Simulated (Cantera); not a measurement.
Input: 1 mol BN, 3 mol H2O, a varied amount of H2, equilibrated at 1250 °C and 2.90 Pa.

Equilibrium computed with Cantera from the NASA thermochemical tables; the gas is ideal and each condensed phase is pure. Candidate condensed phases: B, BN, B2O3, B3O3H3, H2O; 39 gas species. Equilibrium is a limit: real reactors are often held back by kinetics, nucleation or transport.

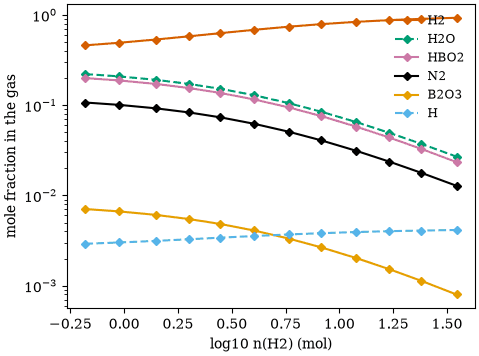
Equilibrium gas composition (values under 1e-9 drawn at 1e-9)

Q: Read off the mole fractions at 0.95 mol H2.

A: H2 about 0.49, H2O about 0.21, HBO2 about 0.19, N2 about 0.10, B2O3 about 0.0067, H about 0.0030.
